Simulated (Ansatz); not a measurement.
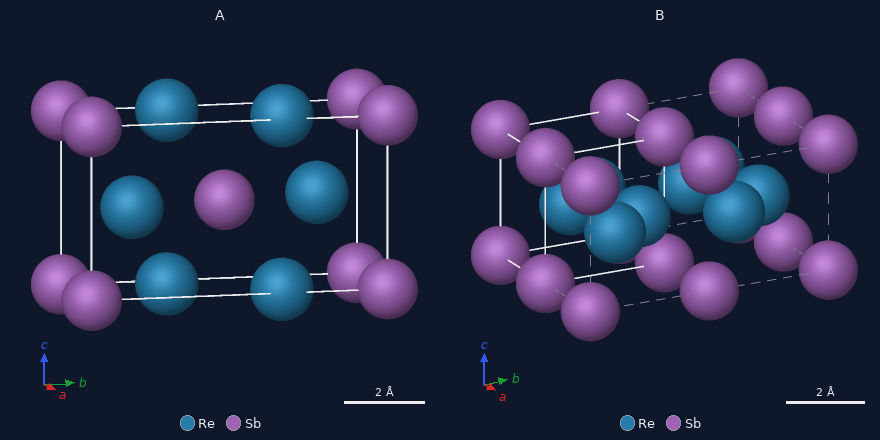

Two structures of Re$_{2}$Sb, each relaxed to rest (conventional cells in solid outline, small ones repeated, not to one scale). Method: DFT PBE, scalar-relativistic, plane waves, PAW in Ansatz 0.2.0, without spin polarisation.

> What are the two structures?

A: 6 atoms a cell on a primitive orthorhombic lattice, Pnnm. B: AlB₂ type, P6/mmm.

> What is the energy order of the two?

A is lower, by 156 meV/atom at this level of theory (energies at zero smearing). Volumes: A 16.9, B 18.3 Å³/atom.

One or both may be structure types tried for this composition rather than known phases.
